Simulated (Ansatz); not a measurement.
## Effect of Rb → Ba on Rb

Consider Rb in the bcc (W type) structure (space group Im-3m, No. 229; a = 5.671 Å).

It is then changed as follows: Ba takes the place of Rb on all its sites; the structure is relaxed again.

Calculations: Kohn–Sham DFT with the PBE functional, run in Ansatz (a program for electronic structure) with PAW and 420 eV plane waves, spin-orbit coupling left out. Γ-centred 13×13×13 mesh, Fermi–Dirac width 0.05 eV, for the changed cell.

| quantity | base | changed | shift |
|---|---|---|---|
| volume per atom | 91.19 Å³ | 63.30 Å³ | -27.89 Å³ |
| density | 1.56 g/cm³ | 3.60 g/cm³ | +2.046 g/cm³ |
| space group | Im-3m (No. 229) | Im-3m (No. 229) | – |
| band gap | zero | zero | – |

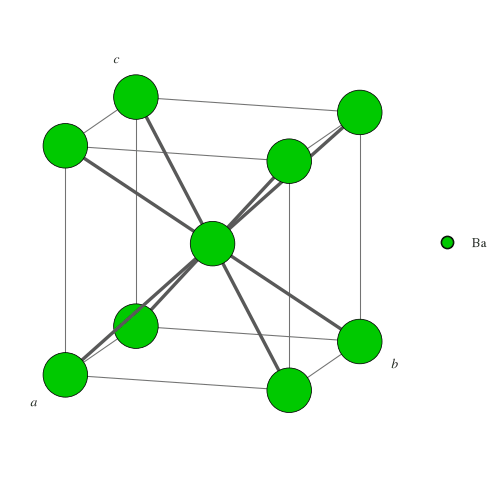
Fig. 1. The relaxed conventional cell after the change

No phonon test of stability was made. The final runs are not spin-polarised.
